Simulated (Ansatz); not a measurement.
# CHAl (triplet): B3LYP, BHLYP over a scan of the distance Al1–H3, 6-31G, part 2 of 2

Ansatz 0.2.0, Gaussian basis; 6-31G, all electrons in the functionals.

### 15 BHLYP, 1.601 Å

in.yaml reads:

```yaml
crystal:
  periodic: [false, false, false]
  atoms:
    - {symbol: Al, position_ang: [0.000000, 0.000000, 0.105100]}
    - {symbol: C, position_ang: [0.000000, 0.000000, -1.811100]}
    - {symbol: H, position_ang: [0.000000, 0.000000, 1.706000]}
basis:
  gaussian: {orbitals: 6-31G}
magnetization: {spin_polarized: true, initial_magnetization: 2}
hamiltonian: {xc: {name: BHLYP}}
```

On the command line:

```bash
> ansatz run in.yaml --threads 1 --pin off --events-out ev --progress --plain --max-ram 2393MiB
```

The log of the run:

```text
Functional definition: BHLYP
  name "BHLYP"
  cite "Becke, J. Chem. Phys. 98, 1372 (1993) doi:10.1063/1.464304"
  cite "Becke, Phys. Rev. A 38, 3098 (1988) doi:10.1103/PhysRevA.38.3098"
  cite "Lee, Yang & Parr, Phys. Rev. B 37, 785 (1988) doi:10.1103/PhysRevB.37.785"
  parameter a = 0.5
  exchange = (1 - a)*b88_x + a*exact_x
  correlation = lyp_c
297 factors; integrals over basis functions are off by at most 1.3e-4 eV
mean field evaluation 1: about -7640.0600 eV, gradient 1.6e1 eV
mean field evaluation 2: about -7635.7146 eV, gradient 2.7e1 eV
mean field evaluation 4: about -7642.0863 eV, gradient 2.4e-1 eV
mean field evaluation 8: about -7642.0894 eV, gradient 3.7e-2 eV
mean field evaluation 16: about -7642.0895 eV, gradient 2.7e-4 eV
mean field -7642.08946045 eV, -280.8416076772 hartree, gradient 2.9e-5 eV, S^2 2.004448; 1 other end points of the search recorded, 0 dependent functions left out
reference -7642.08959882 eV, -280.8416127624 hartree; 11, 9 occupied and 13, 15 virtual orbitals, 297 factors
Total energy: -7642.08959882 eV, -280.8416127624 hartree
```

It took 0.78 s on 1 thread of Arm Neoverse V1, shared host.

From the report: ⟨S²⟩ of the determinant 2.004 (pure triplet: 2.00).

### 16 BHLYP, 1.762 Å

in.yaml reads:

```yaml
crystal:
  periodic: [false, false, false]
  atoms:
    - {symbol: Al, position_ang: [0.000000, 0.000000, 0.051400]}
    - {symbol: C, position_ang: [0.000000, 0.000000, -1.864800]}
    - {symbol: H, position_ang: [0.000000, 0.000000, 1.813400]}
basis:
  gaussian: {orbitals: 6-31G}
magnetization: {spin_polarized: true, initial_magnetization: 2}
hamiltonian: {xc: {name: BHLYP}}
```

Same command.

The log of the run:

```text
Functional definition: BHLYP
  name "BHLYP"
  cite "Becke, J. Chem. Phys. 98, 1372 (1993) doi:10.1063/1.464304"
  cite "Becke, Phys. Rev. A 38, 3098 (1988) doi:10.1103/PhysRevA.38.3098"
  cite "Lee, Yang & Parr, Phys. Rev. B 37, 785 (1988) doi:10.1103/PhysRevB.37.785"
  parameter a = 0.5
  exchange = (1 - a)*b88_x + a*exact_x
  correlation = lyp_c
297 factors; integrals over basis functions are off by at most 1.2e-4 eV
mean field evaluation 1: about -7640.0177 eV, gradient 1.6e1 eV
mean field evaluation 2: about -7635.5081 eV, gradient 2.8e1 eV
mean field evaluation 4: about -7641.9559 eV, gradient 3.0e-1 eV
mean field evaluation 8: about -7641.9596 eV, gradient 7.5e-2 eV
mean field evaluation 16: about -7641.9603 eV, gradient 5.0e-4 eV
mean field -7641.96030579 eV, -280.8368613309 hartree, gradient 1.5e-5 eV, S^2 2.011927; 3 other end points of the search recorded, 0 dependent functions left out
reference -7641.96044530 eV, -280.8368664581 hartree; 11, 9 occupied and 13, 15 virtual orbitals, 297 factors
Total energy: -7641.96044530 eV, -280.8368664581 hartree
```

Run time: 0.9 s. Hardware: 1 thread of Arm Neoverse V1, shared host.

From the report: ⟨S²⟩ of the determinant 2.012 (pure triplet: 2.00).

From 1.601 Å: +12.5 kJ/mol.

### 17 BHLYP, 1.926 Å

in.yaml reads:

```yaml
crystal:
  periodic: [false, false, false]
  atoms:
    - {symbol: Al, position_ang: [0.000000, 0.000000, -0.003267]}
    - {symbol: C, position_ang: [0.000000, 0.000000, -1.919467]}
    - {symbol: H, position_ang: [0.000000, 0.000000, 1.922733]}
basis:
  gaussian: {orbitals: 6-31G}
magnetization: {spin_polarized: true, initial_magnetization: 2}
hamiltonian: {xc: {name: BHLYP}}
```

The command is unchanged.

The log of the run:

```text
Functional definition: BHLYP
  name "BHLYP"
  cite "Becke, J. Chem. Phys. 98, 1372 (1993) doi:10.1063/1.464304"
  cite "Becke, Phys. Rev. A 38, 3098 (1988) doi:10.1103/PhysRevA.38.3098"
  cite "Lee, Yang & Parr, Phys. Rev. B 37, 785 (1988) doi:10.1103/PhysRevB.37.785"
  parameter a = 0.5
  exchange = (1 - a)*b88_x + a*exact_x
  correlation = lyp_c
297 factors; integrals over basis functions are off by at most 1.1e-4 eV
mean field evaluation 1: about -7639.8097 eV, gradient 1.6e1 eV
mean field evaluation 2: about -7635.2406 eV, gradient 2.7e1 eV
mean field evaluation 4: about -7641.6454 eV, gradient 4.3e-1 eV
mean field evaluation 8: about -7641.6556 eV, gradient 1.1e-1 eV
mean field evaluation 16: about -7641.6593 eV, gradient 1.7e-3 eV
mean field evaluation 32: about -7641.0221 eV, gradient 2.9e0 eV
mean field -7641.65926990 eV, -280.8257984660 hartree, gradient 1.9e-5 eV, S^2 2.056860; 3 other end points of the search recorded, 0 dependent functions left out
reference -7641.65941131 eV, -280.8258036630 hartree; 11, 9 occupied and 13, 15 virtual orbitals, 297 factors
Total energy: -7641.65941131 eV, -280.8258036630 hartree
```

It took 0.93 s on 1 thread of Arm Neoverse V1, shared host.

From the report: ⟨S²⟩ of the determinant 2.057 (pure triplet: 2.00).

From 1.601 Å: +41.5 kJ/mol.

### 18 BHLYP, 2.253 Å

in.yaml reads:

```yaml
crystal:
  periodic: [false, false, false]
  atoms:
    - {symbol: Al, position_ang: [0.000000, 0.000000, -0.112267]}
    - {symbol: C, position_ang: [0.000000, 0.000000, -2.028467]}
    - {symbol: H, position_ang: [0.000000, 0.000000, 2.140733]}
basis:
  gaussian: {orbitals: 6-31G}
magnetization: {spin_polarized: true, initial_magnetization: 2}
hamiltonian: {xc: {name: BHLYP}}
```

Launched as before.

The log of the run (excerpt; [...] marks lines left out):

```text
Functional definition: BHLYP
  name "BHLYP"
  cite "Becke, J. Chem. Phys. 98, 1372 (1993) doi:10.1063/1.464304"
  cite "Becke, Phys. Rev. A 38, 3098 (1988) doi:10.1103/PhysRevA.38.3098"
  cite "Lee, Yang & Parr, Phys. Rev. B 37, 785 (1988) doi:10.1103/PhysRevB.37.785"
[...]
297 factors; integrals over basis functions are off by at most 1.1e-4 eV
[...]
mean field -7641.04089589 eV, -280.8030736404 hartree, gradient 1.1e-5 eV, S^2 2.502606; 6 other end points of the search recorded, 0 dependent functions left out
reference -7641.04103636 eV, -280.8030788026 hartree; 11, 9 occupied and 13, 15 virtual orbitals, 297 factors
Total energy: -7641.04103636 eV, -280.8030788026 hartree
```

Wall time 1.9 s (1 thread of Arm Neoverse V1, shared host).

From the report: ⟨S²⟩ of the determinant 2.503 (pure triplet: 2.00). The determinant is far from a pure spin state, so its energy mixes those of several spin states (harmless only where they are near-degenerate, as at dissociation).

From 1.601 Å: +101.2 kJ/mol.

### 19 BHLYP, 2.503 Å

in.yaml reads:

```yaml
crystal:
  periodic: [false, false, false]
  atoms:
    - {symbol: Al, position_ang: [0.000000, 0.000000, -0.195600]}
    - {symbol: C, position_ang: [0.000000, 0.000000, -2.111800]}
    - {symbol: H, position_ang: [0.000000, 0.000000, 2.307400]}
basis:
  gaussian: {orbitals: 6-31G}
magnetization: {spin_polarized: true, initial_magnetization: 2}
hamiltonian: {xc: {name: BHLYP}}
```

Launched as before.

The log of the run:

```text
Functional definition: BHLYP
  name "BHLYP"
  cite "Becke, J. Chem. Phys. 98, 1372 (1993) doi:10.1063/1.464304"
  cite "Becke, Phys. Rev. A 38, 3098 (1988) doi:10.1103/PhysRevA.38.3098"
  cite "Lee, Yang & Parr, Phys. Rev. B 37, 785 (1988) doi:10.1103/PhysRevB.37.785"
  parameter a = 0.5
  exchange = (1 - a)*b88_x + a*exact_x
  correlation = lyp_c
297 factors; integrals over basis functions are off by at most 1.1e-4 eV
mean field evaluation 1: about -7638.7651 eV, gradient 1.4e1 eV
mean field evaluation 2: about -7635.3012 eV, gradient 2.4e1 eV
mean field evaluation 4: about -7640.2187 eV, gradient 1.1e0 eV
mean field evaluation 8: about -7640.1788 eV, gradient 6.5e-2 eV
mean field evaluation 16: about -7640.7488 eV, gradient 1.9e-5 eV
mean field evaluation 32: about -7640.7488 eV, gradient 5.0e-5 eV
mean field -7640.74878794 eV, -280.7923388714 hartree, gradient 1.9e-5 eV, S^2 2.737529; 2 other end points of the search recorded, 0 dependent functions left out
reference -7640.74892682 eV, -280.7923439751 hartree; 11, 9 occupied and 13, 15 virtual orbitals, 297 factors
Total energy: -7640.74892682 eV, -280.7923439751 hartree
```

Wall time 1.4 s (1 thread of Arm Neoverse V1, shared host).

From the report: ⟨S²⟩ of the determinant 2.738 (pure triplet: 2.00). The determinant is far from a pure spin state, so its energy mixes those of several spin states (harmless only where they are near-degenerate, as at dissociation).

From 1.601 Å: +129.4 kJ/mol.

### 20 BHLYP, 2.890 Å

in.yaml reads:

```yaml
crystal:
  periodic: [false, false, false]
  atoms:
    - {symbol: Al, position_ang: [0.000000, 0.000000, -0.324600]}
    - {symbol: C, position_ang: [0.000000, 0.000000, -2.240800]}
    - {symbol: H, position_ang: [0.000000, 0.000000, 2.565400]}
basis:
  gaussian: {orbitals: 6-31G}
magnetization: {spin_polarized: true, initial_magnetization: 2}
hamiltonian: {xc: {name: BHLYP}}
```

Same command.

The log of the run (excerpt; [...] marks lines left out):

```text
Functional definition: BHLYP
  name "BHLYP"
  cite "Becke, J. Chem. Phys. 98, 1372 (1993) doi:10.1063/1.464304"
  cite "Becke, Phys. Rev. A 38, 3098 (1988) doi:10.1103/PhysRevA.38.3098"
  cite "Lee, Yang & Parr, Phys. Rev. B 37, 785 (1988) doi:10.1103/PhysRevB.37.785"
[...]
297 factors; integrals over basis functions are off by at most 1.4e-4 eV
[...]
mean field -7640.51251688 eV, -280.7836560699 hartree, gradient 1.1e-5 eV, S^2 2.903419; 3 other end points of the search recorded, 0 dependent functions left out
reference -7640.51265883 eV, -280.7836612866 hartree; 11, 9 occupied and 13, 15 virtual orbitals, 297 factors
Total energy: -7640.51265883 eV, -280.7836612866 hartree
```

Run time: 2.2 s. Hardware: 1 thread of Arm Neoverse V1, shared host.

From the report: ⟨S²⟩ of the determinant 2.903 (pure triplet: 2.00). The determinant is far from a pure spin state, so its energy mixes those of several spin states (harmless only where they are near-degenerate, as at dissociation).

From 1.601 Å: +152.2 kJ/mol.

### 21 BHLYP, 3.473 Å

in.yaml reads:

```yaml
crystal:
  periodic: [false, false, false]
  atoms:
    - {symbol: Al, position_ang: [0.000000, 0.000000, -0.518933]}
    - {symbol: C, position_ang: [0.000000, 0.000000, -2.435133]}
    - {symbol: H, position_ang: [0.000000, 0.000000, 2.954067]}
basis:
  gaussian: {orbitals: 6-31G}
magnetization: {spin_polarized: true, initial_magnetization: 2}
hamiltonian: {xc: {name: BHLYP}}
```

Launched as before.

The log of the run (excerpt; [...] marks lines left out):

```text
Functional definition: BHLYP
  name "BHLYP"
  cite "Becke, J. Chem. Phys. 98, 1372 (1993) doi:10.1063/1.464304"
  cite "Becke, Phys. Rev. A 38, 3098 (1988) doi:10.1103/PhysRevA.38.3098"
  cite "Lee, Yang & Parr, Phys. Rev. B 37, 785 (1988) doi:10.1103/PhysRevB.37.785"
[...]
297 factors; integrals over basis functions are off by at most 2.4e-4 eV
[...]
mean field -7640.38505082 eV, -280.7789717787 hartree, gradient 2.1e-5 eV, S^2 2.982208; 3 other end points of the search recorded, 0 dependent functions left out
reference -7640.38520167 eV, -280.7789773224 hartree; 11, 9 occupied and 13, 15 virtual orbitals, 297 factors
Total energy: -7640.38520167 eV, -280.7789773224 hartree
```

It took 2.3 s on 1 thread of Arm Neoverse V1, shared host.

From the report: ⟨S²⟩ of the determinant 2.982 (pure triplet: 2.00). The determinant is far from a pure spin state, so its energy mixes those of several spin states (harmless only where they are near-degenerate, as at dissociation).

From 1.601 Å: +164.4 kJ/mol.

### 22 BHLYP, 4.272 Å

in.yaml reads:

```yaml
crystal:
  periodic: [false, false, false]
  atoms:
    - {symbol: Al, position_ang: [0.000000, 0.000000, -0.785267]}
    - {symbol: C, position_ang: [0.000000, 0.000000, -2.701467]}
    - {symbol: H, position_ang: [0.000000, 0.000000, 3.486733]}
basis:
  gaussian: {orbitals: 6-31G}
magnetization: {spin_polarized: true, initial_magnetization: 2}
hamiltonian: {xc: {name: BHLYP}}
```

Launched as before.

The log of the run (excerpt; [...] marks lines left out):

```text
Functional definition: BHLYP
  name "BHLYP"
  cite "Becke, J. Chem. Phys. 98, 1372 (1993) doi:10.1063/1.464304"
  cite "Becke, Phys. Rev. A 38, 3098 (1988) doi:10.1103/PhysRevA.38.3098"
  cite "Lee, Yang & Parr, Phys. Rev. B 37, 785 (1988) doi:10.1103/PhysRevB.37.785"
[...]
298 factors; integrals over basis functions are off by at most 1.0e-4 eV
[...]
mean field -7640.34402061 eV, -280.7774639462 hartree, gradient 3.8e-6 eV, S^2 3.002354; 4 other end points of the search recorded, 0 dependent functions left out
reference -7640.34417839 eV, -280.7774697445 hartree; 11, 9 occupied and 13, 15 virtual orbitals, 298 factors
Total energy: -7640.34417839 eV, -280.7774697445 hartree
```

Wall time 3.1 s (1 thread of Arm Neoverse V1, shared host).

From the report: ⟨S²⟩ of the determinant 3.002 (pure triplet: 2.00). The determinant is far from a pure spin state, so its energy mixes those of several spin states (harmless only where they are near-degenerate, as at dissociation).

From 1.601 Å: +168.4 kJ/mol.

### 23 BHLYP, 5.452 Å

in.yaml reads:

```yaml
crystal:
  periodic: [false, false, false]
  atoms:
    - {symbol: Al, position_ang: [0.000000, 0.000000, -1.178600]}
    - {symbol: C, position_ang: [0.000000, 0.000000, -3.094800]}
    - {symbol: H, position_ang: [0.000000, 0.000000, 4.273400]}
basis:
  gaussian: {orbitals: 6-31G}
magnetization: {spin_polarized: true, initial_magnetization: 2}
hamiltonian: {xc: {name: BHLYP}}
```

Launched as before.

The log of the run (excerpt; [...] marks lines left out):

```text
Functional definition: BHLYP
  name "BHLYP"
  cite "Becke, J. Chem. Phys. 98, 1372 (1993) doi:10.1063/1.464304"
  cite "Becke, Phys. Rev. A 38, 3098 (1988) doi:10.1103/PhysRevA.38.3098"
  cite "Lee, Yang & Parr, Phys. Rev. B 37, 785 (1988) doi:10.1103/PhysRevB.37.785"
[...]
297 factors; integrals over basis functions are off by at most 2.6e-4 eV
[...]
mean field -7640.33314593 eV, -280.7770643091 hartree, gradient 3.6e-6 eV, S^2 3.004842; 4 other end points of the search recorded, 0 dependent functions left out
reference -7640.33332887 eV, -280.7770710320 hartree; 11, 9 occupied and 13, 15 virtual orbitals, 297 factors
Total energy: -7640.33332887 eV, -280.7770710320 hartree
```

It took 3 s on 1 thread of Arm Neoverse V1, shared host.

From the report: ⟨S²⟩ of the determinant 3.005 (pure triplet: 2.00). The determinant is far from a pure spin state, so its energy mixes those of several spin states (harmless only where they are near-degenerate, as at dissociation).

From 1.601 Å: +169.5 kJ/mol.

### 24 Against the wave-function levels

The yardstick is full CI for this spin, exact in this basis with these frozen cores. It comes from earlier runs at the same points. Energies in kJ/mol, counted from 1.601 Å; blanks weren't run or aren't comparable.

| level | 1.296 Å | 1.450 Å | 1.601 Å | 1.762 Å | 1.926 Å | 2.253 Å | 2.503 Å | 2.890 Å | 3.473 Å | 4.272 Å | 5.452 Å |
| --- | --- | --- | --- | --- | --- | --- | --- | --- | --- | --- | --- |
| FCI | 103.7 | 25.4 | 0.0 | 2.8 | 20.7 | 66.2 | 92.7 | 112.8 | 119.6 | 120.5 | 120.8 |
| B3LYP | 92.3 | 19.8 | 0.0 | 9.4 | 35.3 | 100.8 | 139.4 | 172.3 | 190.4 | 196.0 | 197.3 |
| BHLYP | 88.1 | 17.4 | 0.0 | 12.5 | 41.5 | 101.2 | 129.4 | 152.2 | 164.4 | 168.4 | 169.5 |

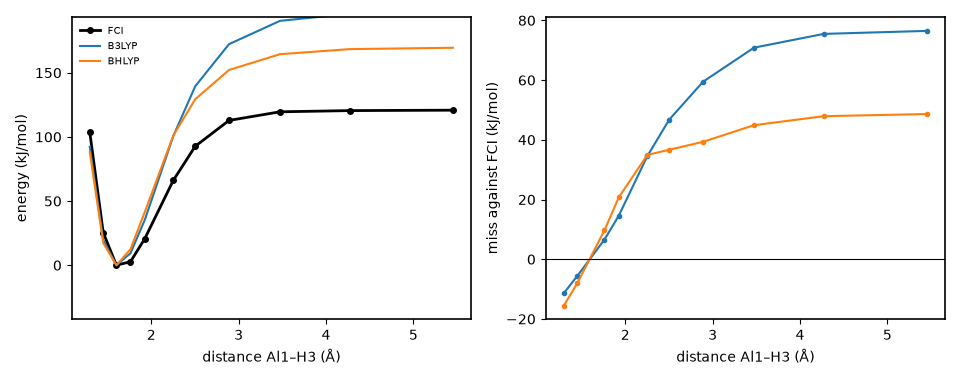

Left: the curves (the axis may cut off levels that run far away). Right: misses against FCI, in the same colours.

Largest miss and mean time a point (FCI took 35 s a point; shared hosts):

| level | largest miss (kJ/mol) | where | time a point |
| --- | --- | --- | --- |
| B3LYP | +76.5 | 5.452 Å | 1.7 s |
| BHLYP | +48.6 | 5.452 Å | 1.7 s |

### 25 Summary of results

This closing draws on all 2 parts.

```
             quantity                   value
span of the FCI curve            120.8 kJ/mol
  largest miss, B3LYP  +76.5 kJ/mol (5.452 Å)
  largest miss, BHLYP  +48.6 kJ/mol (5.452 Å)
```

**Reading.** Of the functionals, BHLYP keep the smallest largest miss at the points compared (at most 48.6 kJ/mol) and B3LYP strays most (76.5 kJ/mol, at 5.452 Å). B3LYP, BHLYP clearly break the spin symmetry at some points (⟨S²⟩ up to 1.00 above the pure value), so energy there is bought with a mixed spin. Functionals and the yardstick converge differently with the basis, so part of each miss in 6-31G is the basis.
